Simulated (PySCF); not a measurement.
```csv
atom,x (Å),y (Å),z (Å)
C,3.5603,-1.5563,1.0225
C,2.4597,-0.6247,0.9965
C,1.5388,0.1537,0.9705
Si,0.1430,1.3519,0.9850
F,0.7276,2.7827,0.5013
C,-1.1706,0.8821,-0.3330
C,-2.2929,1.9210,-0.3436
C,-1.6914,-0.4803,0.0108
C,-0.9731,-1.6266,-0.6606
O,-2.6010,-0.6554,0.7875
H,3.8087,-1.8021,2.0544
H,4.4327,-1.1132,0.5437
H,3.2902,-2.4708,0.4955
H,-0.4185,1.5915,2.3023
H,-0.6842,0.8493,-1.3119
H,-2.9921,1.7123,-1.1523
H,-2.8426,1.8829,0.5938
H,-1.8964,2.9244,-0.4811
H,-1.2491,-1.6488,-1.7138
H,0.1029,-1.4868,-0.5889
H,-1.2607,-2.5696,-0.2024
```

Geometry: GFN2-xTB.

These are results of PBE0/pcSseg-1, SCF density, gas phase, non-relativistic (PySCF 2.14.0), not measurements.

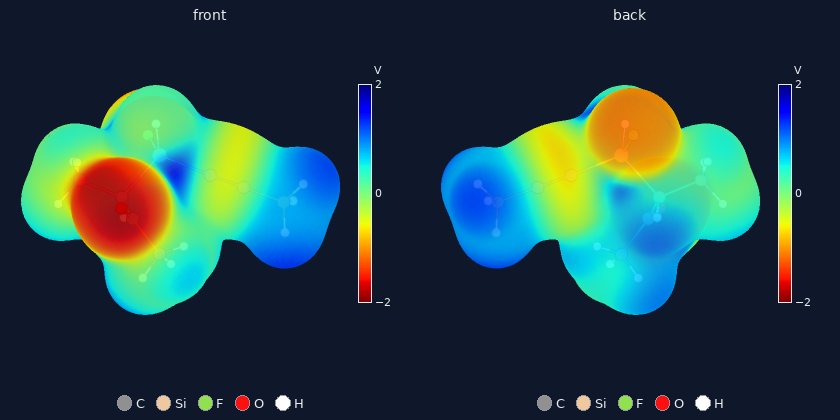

C7H11FOSi. The electrostatic potential painted on the density surface at 0.002 e/bohr³, seen from the front and from behind; red is negative and blue positive.

> Where is the surface potential most negative and most positive?

The most negative region (about −1.8 V, or −42 kcal/mol for a unit charge) lies over O10, the most positive (about +1.3 V, or +30 kcal/mol for a unit charge) over Si4, H11, H12 and H13. O10 is the likeliest acceptor of a hydrogen bond.

> What dipole moment does the calculation give?

Its dipole moment is 3.78 D.
